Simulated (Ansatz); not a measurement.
# Fields on a plane of Cu2O (cuprite type, space group Pn-3m)

```
CELL_PARAMETERS angstrom
      4.29840     0.00000     0.00000
      0.00000     4.29840     0.00000
      0.00000     0.00000     4.29840
ATOMIC_POSITIONS crystal
  Cu 0.75000 0.75000 0.75000
  Cu 0.75000 0.25000 0.25000
  Cu 0.25000 0.75000 0.25000
  Cu 0.25000 0.25000 0.75000
  O  0.00000 0.00000 0.00000
  O  0.50000 0.50000 0.50000
```

The slice is a {110} plane (indices of the conventional cell) through the point (0.750, 0.750, 0.750) (fractional), spanned by u = [100] and v = [011] in vectors of this cell: u (4.30 Å) and v (6.08 Å, at 90° to u). It covers one period; positions are fractions (u, v).

Atoms on it: Cu at (0.00, 0.00); Cu at (0.00, 0.50); O at (0.25, 0.25); O at (0.75, 0.75).

Computed with PBE (plane waves to 420 eV, PAW, scalar-relativistic; Ansatz, a first-principles code). k mesh 8×8×8. These are valence fields of a PAW run, semicore shells included where kept as valence: close to a nucleus they are smooth pseudo fields. Cu2O is run without spin polarisation. Cu2O was relaxed with its symmetry unable to fall.

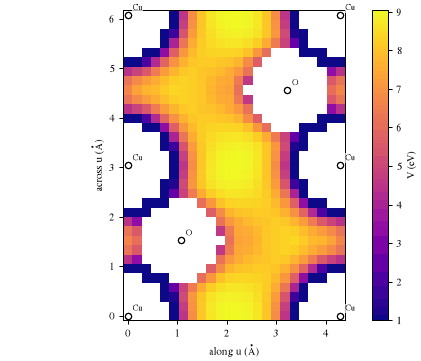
Electrostatic potential energy of an electron, from the cell's mean, in eV, one period of the plane, atoms marked. Points within 0.8 Å of a nucleus are left white, as the pseudised field means little there. Values under 1 eV are set to 1. The zero, the cell's mean, hangs on the PAW cores.

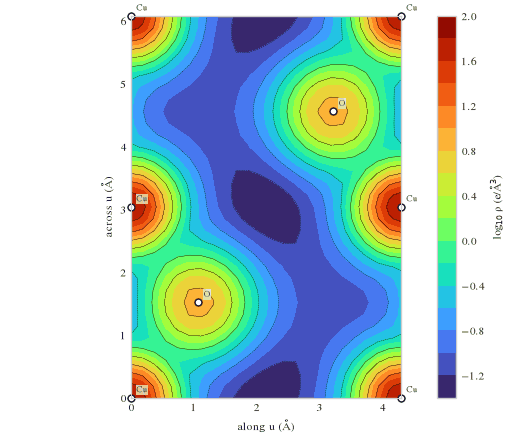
Figure: Log₁₀ of the valence density in e/Å³, one period of the plane, atoms marked. The scale is logarithmic, as a density can span decades between atoms and voids.

| Item | Value |
|---|---|
| Density on the Cu–O line (1.86 Å) at its midpoint | 0.79 e/Å³ |
| ELF at that point | 0.23 |
| ELF maximum in the middle third of the Cu–O line | 0.83, 1.2 Å from Cu |
| Element round which the density of the lowest conduction band (whole band as if filled, smooth part) is largest on this plane | O |
